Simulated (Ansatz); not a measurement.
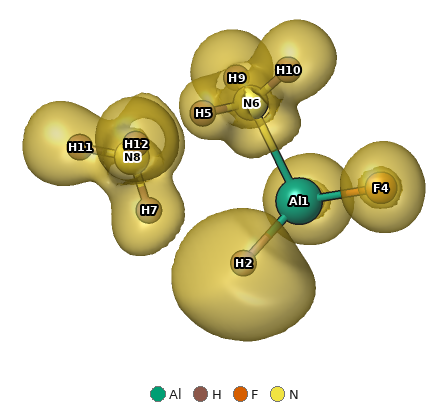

Figure 1: AlF$_{2}$H$_{4}$N···NH$_{3}$. Isosurface of the ELF at 0.75 (yellow), seen at a tilt. Only the valence region is drawn (cores and ρ < 0.01 e/Å³ removed).

Level of theory: UKS CAM-B3LYP-D4/6-31G in Ansatz 0.2.0.

```yaml
atoms:
  - { symbol: Al, position_ang: [-1.3456, -0.4887, -0.9632] }
  - { symbol: H, position_ang: [-0.1581, -0.0474, -1.9407] }
  - { symbol: F, position_ang: [-1.8214, -2.1347, -1.0468] }
  - { symbol: F, position_ang: [-2.6483, 0.6186, -0.8050] }
  - { symbol: H, position_ang: [0.3507, 0.0537, 0.8067] }
  - { symbol: N, position_ang: [-0.6110, -0.3834, 0.8830] }
  - { symbol: H, position_ang: [1.6019, 0.6994, -0.7866] }
  - { symbol: N, position_ang: [1.8395, 0.7859, 0.1976] }
  - { symbol: H, position_ang: [-0.5618, -1.3127, 1.2988] }
  - { symbol: H, position_ang: [-1.2367, 0.2008, 1.4379] }
  - { symbol: H, position_ang: [2.6672, 0.2530, 0.4371] }
  - { symbol: H, position_ang: [1.9233, 1.7553, 0.4811] }
```

Question: Where are the electrons localised?

Answer: At this value the surface marks out one region around a hydrogen nucleus, two regions wrapped around F (the valence shell of each) and two joined regions spread over several atoms (H, N), in which their bonds and any lone pairs are merged. Along the contacts the grid gives the following. N8···H5 (1.77 Å): the ELF dips to about 0.20 between them (by its geometry a hydrogen bond between the two molecules, with no shared pair). Al–F (1.72 Å): the ELF peaks at about 0.85 in the valence shell of F, 0.6 Å from its nucleus, and is about 0.20 at the midpoint.
